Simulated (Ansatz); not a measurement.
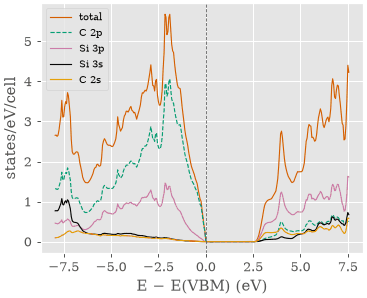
Fig. 1. Total and projected density of states of SiC (4H polytype, P6_3mc), r²SCAN in the plane-wave PAW code Ansatz

Q: Which orbitals carry the states next to the gap?

A: Top 1 eV of the valence band: C 2p 84 %, Si 3p 13 %. Bottom 1 eV of the conduction band: Si 3p 46 %, C 2s 22 %, C 2p 10 %, Si 3s 5 %, outside the projected shells 17 %. Projections are on Löwdin-orthogonalised atomic valence shells; empty p or d shells of many metals are not among them.

Q: Where is the tallest occupied peak in this window, and what makes it?

A: Near -2.1 eV, about 5.7 states/eV per cell; the largest projected share is C 2p.

The cell was relaxed with r²SCAN under the symmetry of its start; phonons on a q-mesh show no instability.

Potentials: the earlier of the program's two PAW sets.
